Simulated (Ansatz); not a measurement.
## SiNH$_{3}$ClO: frequency calculation

- system: SiNH$_{3}$ClO, multiplicity 2, SMILES [NH][SiH](O)Cl
- method: HF/3-21G, UHF (Ansatz 0.2.0)

The geometry was optimised with HF/3-21G. Figures and captions count atoms from 1; the log counts them from 0 in places.

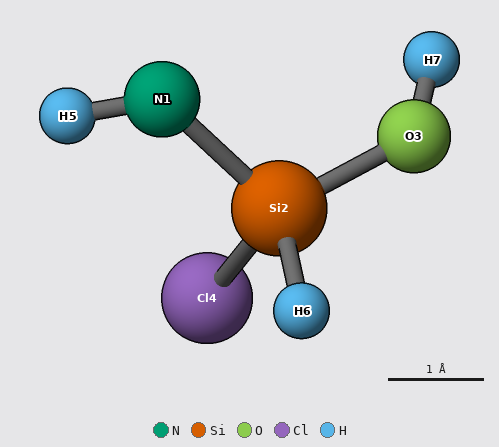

*The input geometry (ball-and-stick view, seen at a tilt; atoms are numbered from 1 in the order of the input).*

Summary:

```tsv
quantity	value
outcome	converged
total energy	−875.095549 hartree
basis functions	50
largest force	0.000 eV/Å
⟨S²⟩	0.757
zero-point energy	0.038474 hartree
dipole moment	2.13 D
wavenumbers, lowest and highest	92 and 4001 cm⁻¹
hardware	1 thread of Arm Neoverse N1, 112 GiB of memory available, shared host
wall time	41 s
peak memory	0.12 GiB
```

Input:
```yaml
crystal:
  periodic: [false, false, false]
  atoms:
    - {symbol: N, position_ang: [-0.310995, 1.323511, -0.676647]}
    - {symbol: Si, position_ang: [-0.052064, -0.077847, 0.381737]}
    - {symbol: O, position_ang: [1.471366, -0.663745, 0.231075]}
    - {symbol: Cl, position_ang: [-1.498120, -1.614927, -0.204773]}
    - {symbol: H, position_ang: [-1.232190, 1.591055, -1.013241]}
    - {symbol: H, position_ang: [-0.316104, 0.222000, 1.784643]}
    - {symbol: H, position_ang: [1.999407, -0.847947, -0.548494]}
basis:
  gaussian: {orbitals: 3-21G.json}
total_charge: 0
magnetization: {spin_polarized: true, initial_magnetization: 1}
hamiltonian: {xc: hf}
phonons: {temperatures: {t_min: 298.15, t_max: 298.15, t_step: 1}}
```

Command:
```bash
ansatz run in.yaml --threads 1 --pin off --max-ram 3480MiB --events-out events.jsonl --progress --plain --runs-dir runs
```

What the program printed:
```
Functional definition: HF
  name "HF"
  exchange = exact_x
  correlation = 0
609 factors; integrals over basis functions are off by at most 2.9e-4 eV
mean field evaluation 1: about -23809.9023 eV, gradient 2.3e1 eV
mean field evaluation 2: about -23810.0307 eV, gradient 2.3e1 eV
mean field evaluation 4: about -23812.5125 eV, gradient 1.9e0 eV
mean field evaluation 8: about -23812.5608 eV, gradient 1.6e-1 eV
mean field evaluation 16: about -23811.3813 eV, gradient 6.8e0 eV
mean field evaluation 32: about -23812.2792 eV, gradient 7.7e-1 eV
mean field -23812.56299567 eV, -875.0955493561 hartree, gradient 1.7e-5 eV, S^2 0.756998; 2 other end points of the search recorded, 0 dependent functions left out
the calculation of the forces begins
reference -23812.56299567 eV, -875.0955493561 hartree; 25, 24 occupied and 25, 26 virtual orbitals, 609 factors
these checks for a lower state are left out or cut short: stability, starts, cluster_reference, orbital_swaps, neighbouring_geometries, increment
609 factors; integrals over basis functions are off by at most 2.9e-4 eV
mean field evaluation 64: about -23812.5629 eV, gradient 2.3e-6 eV
mean field -23812.56287092 eV, -875.0955447716 hartree, gradient 2.5e-6 eV, S^2 0.757019; 0 other end points of the search recorded, 0 dependent functions left out
[... from here on the field's lines of each further geometry are left out, up to the last ...]
the calculation of the forces begins
reference -23812.56288306 eV, -875.0955452176 hartree; 25, 24 occupied and 25, 26 virtual orbitals, 609 factors
these checks for a lower state are left out or cut short: stability, starts, cluster_reference, orbital_swaps, neighbouring_geometries, increment
609 factors; integrals over basis functions are off by at most 2.9e-4 eV
mean field -23812.56288360 eV, -875.0955452376 hartree, gradient 3.6e-6 eV, S^2 0.756998; 0 other end points of the search recorded, 0 dependent functions left out
the calculation of the forces begins
reference -23812.56288360 eV, -875.0955452376 hartree; 25, 24 occupied and 25, 26 virtual orbitals, 609 factors
Total energy: -23812.56299567 eV, -875.0955493561 hartree
Atom 0 at    -0.310995     1.323511    -0.676647 Å, force     0.000197    -0.000284     0.000114 eV/Å
Atom 1 at    -0.052064    -0.077847     0.381737 Å, force    -0.000014    -0.000129    -0.000185 eV/Å
Atom 2 at     1.471366    -0.663745     0.231075 Å, force    -0.000248     0.000243    -0.000003 eV/Å
Atom 3 at    -1.498120    -1.614927    -0.204773 Å, force    -0.000135    -0.000378     0.000080 eV/Å
Atom 4 at    -1.232190     1.591055    -1.013241 Å, force     0.000100     0.000367    -0.000102 eV/Å
Atom 5 at    -0.316104     0.222000     1.784643 Å, force     0.000157     0.000019     0.000049 eV/Å
Atom 6 at     1.999407    -0.847947    -0.548494 Å, force    -0.000057     0.000162     0.000048 eV/Å
Dipole moment:     0.150558     0.401665    -0.109504 e Å
Vibrations: 92.40 201.01 233.15 301.03 364.28 476.60 707.99 732.47 822.41 882.60 958.83 1088.24 2447.95 3578.49 4000.79 cm⁻¹, zero-point energy 1.046938 eV
```

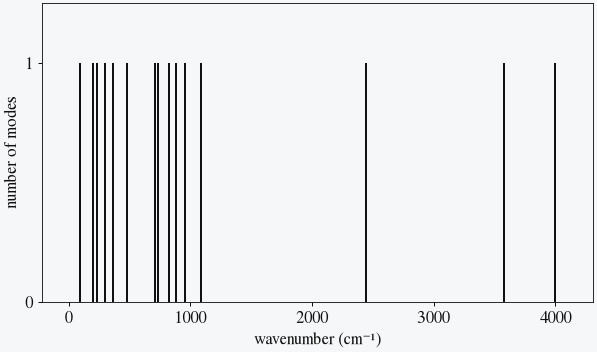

*Harmonic vibrational wavenumbers from the force constants; neighbouring modes closer than 18 cm⁻¹ are counted in one stick.*

15 modes from 92 to 4001 cm⁻¹, none imaginary.

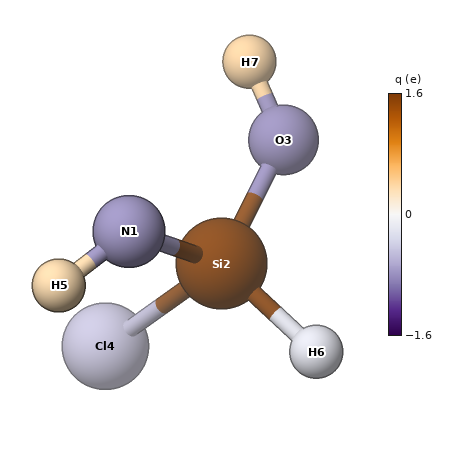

*Mulliken charges, as the colour of each atom (ball-and-stick view, seen at a tilt; atoms are numbered from 1 in the order of the input; Mulliken charges depend strongly on the basis).*

By element: N −0.74, Si +1.57, O −0.87, Cl −0.55 and H −0.19 to +0.45 e.
